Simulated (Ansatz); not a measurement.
Density of states of In₂Bi (P-6m2, 3 atoms in the cell).

```yaml
crystal:
  lattice:
    - [5.48217, 0.00000, 0.00000]
    - [-2.74108, 4.74770, 0.00000]
    - [0.00000, 0.00000, 3.35392]
  atoms:
    - { symbol: In, position: [0.00000, 0.00000, 0.50000] }
    - { symbol: In, position: [0.33333, 0.66667, 0.00000] }
    - { symbol: Bi, position: [0.66667, 0.33333, 0.50000] }
```

Method of the run: r2SCAN, default PAW files made with PBE (plane waves; Ansatz, a quantum-chemistry and plane-wave program).

SCF settings: basis.ecutwfc = 500 eV; kpoints.mp_grid.grid = 6 6 8; hamiltonian.xc = r2scan; hamiltonian.pseudopotentials = {kind: paw} (the program's default PAW files); scf.occupations.method = cold; scf.occupations.width = 0.05 eV. Keys of the DOS step: output.dos.nscf_kmesh.grid = 12 12 16.

The starting cell comes from a database of computed structures (which also holds hypothetical and non-ambient phases and stackings), without a prior relaxation at this level. Spin-orbit coupling is off.

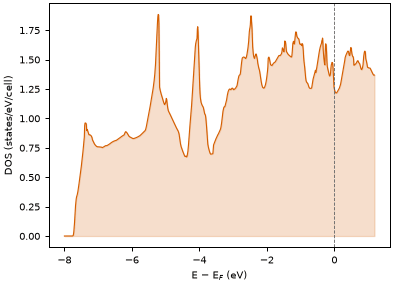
Fig. 1. Total density of states, both spins summed.

Total DOS (both spins), as means of the tabulated values in each energy bin; the zero is the program's Fermi level or highest filled level, and the curve is cut to this window:

```
E (eV) | states/eV/cell
    -7.75 | ### 0.15
    -7.25 | ############### 0.82
    -6.75 | ############## 0.77
    -6.25 | ################ 0.85
    -5.75 | ################ 0.87
    -5.25 | ######################## 1.31
    -4.75 | ################## 0.96
    -4.25 | ##################### 1.11
    -3.75 | ################# 0.91
    -3.25 | #################### 1.07
    -2.75 | ########################### 1.43
    -2.25 | ########################### 1.47
    -1.75 | ############################ 1.50
    -1.25 | ############################## 1.62
    -0.75 | ########################## 1.39
    -0.25 | ############################ 1.50
     0.25 | ########################## 1.39
     0.75 | ############################ 1.49
```

Around zero the curve holds about 1.3 states/eV/cell.

Keys are those of Ansatz 0.2.
